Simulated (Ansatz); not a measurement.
```xyz
6

N    -0.1468    1.0336   -0.0421
Al    0.1078   -0.6945    0.0149
Br    1.6344   -1.5509    1.4138
Br   -1.0940   -2.0427   -1.3114
H     0.3537    1.7004    0.5219
H    -0.8128    1.4900   -0.6433
```

Geometry: PBE0-D4/def2-TZVP.

Method: RKS PBE0-D4/def2-TZVPP in Ansatz.

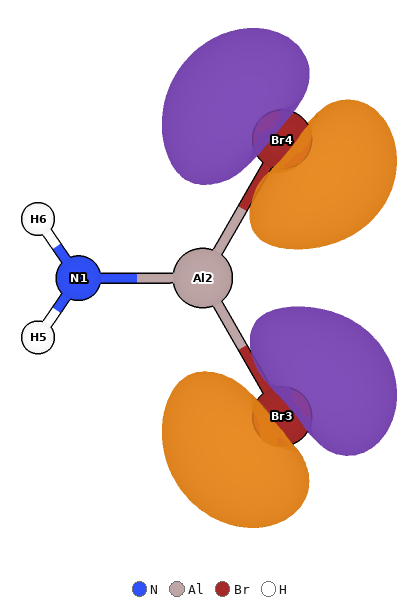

AlBr$_{2}$H$_{2}$N (SMILES [NH2][Al]([Br])[Br]). The HOMO−1 at ±0.1 Å⁻³ᐟ² (orange and purple are the two phases), seen at a tilt.

> What is the character of this orbital?

It lies mainly on Br3 (about 45 %) and Br4 (about 45 %); it is symmetric in the molecular plane (an in-plane orbital: σ, lone-pair or in-plane π type); largely a combination of lone pairs on Br3 and Br4. Its energy is −8.51 eV.
